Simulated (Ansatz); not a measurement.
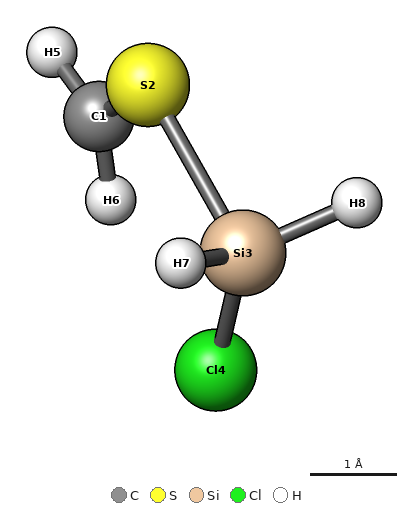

CH$_{4}$ClSSi (charge +1), before the relaxation. A ball-and-stick model, seen from a free direction.

The run prepares an end point of a later path (torsion) calculation, from a guessed geometry.

Theory: Ansatz 0.2.0, RKS B3LYP-D4/def2-SVP.

Input file:
```yaml
crystal:
  periodic: [false, false, false]
  atoms:
    - { symbol: C, position_ang: [-0.51861, 1.3902, 0.85351] }
    - { symbol: S, position_ang: [-0.44396, -0.17066, 1.24409] }
    - { symbol: Si, position_ang: [0.43781, -1.25704, -0.66965] }
    - { symbol: Cl, position_ang: [0.61351, 0.13657, -2.04757] }
    - { symbol: H, position_ang: [-0.89176, 2.10072, 1.57952] }
    - { symbol: H, position_ang: [-0.21335, 1.77205, -0.11135] }
    - { symbol: H, position_ang: [-0.63466, -2.22629, -0.81146] }
    - { symbol: H, position_ang: [1.65101, -1.74555, -0.03709] }
total_charge: 1
basis:
  gaussian: { orbitals: def2-SVP }
hamiltonian:
  xc: b3lyp
  dispersion: d4
relax:
  f_tol: 0.015
  max_steps: 40
output:
  orbitals: {}
```

Launched with:
```bash
ansatz run input.yaml --threads 1 --pin off --max-ram 2048MiB --backend cpu --events-out ev --progress --plain --runs-dir out
```

What does the optimiser find from here?

Answer. The largest moves after the best rigid fit, 0.074 Å, are those of Si3 and H8. Largest moves by element: Si 0.074 Å, H 0.073 Å, S 0.051 Å, Cl 0.036 Å, C 0.017 Å. Near-neighbour distances that change, for instance: Si3–Cl4 1.968 → 2.036 Å, S2–Si3 2.371 → 2.331 Å, Si3–H7 1.452 → 1.476 Å, C1–H5 1.082 → 1.099 Å. Among the angles between lasting bonds that change: S2–Si3–H7 96.3° → 101.0°, S2–Si3–H8 96.5° → 101.0°, Cl4–Si3–H7 118.0° → 114.2°. The energy falls by 2.46 kcal/mol in 8 accepted moves (10 points after the start). Largest force component: 1.5 eV/Å at the start, 0.009 eV/Å at the end. The line search rejected the trial steps at points 2, 4 of the run. The run took 15 s on 1 thread of AMD EPYC 9R45 96-Core Processor (Zen 5) (shared host), peak memory 0.2 GiB.

Final geometry:

```xyz
8

C    -0.5281    1.4021    0.8465
S    -0.4091   -0.1589    1.2797
Si    0.4213   -1.2639   -0.5976
Cl    0.6425    0.1559   -2.0395
H    -0.9039    2.1158    1.5925
H    -0.2517    1.7714   -0.1512
H    -0.6647   -2.2280   -0.8590
H     1.6937   -1.7945   -0.0713
```

After the run, drawn alike:

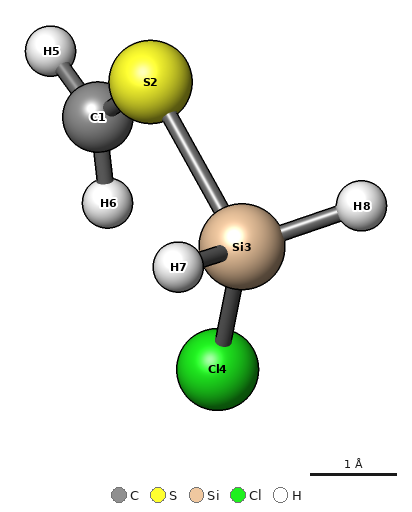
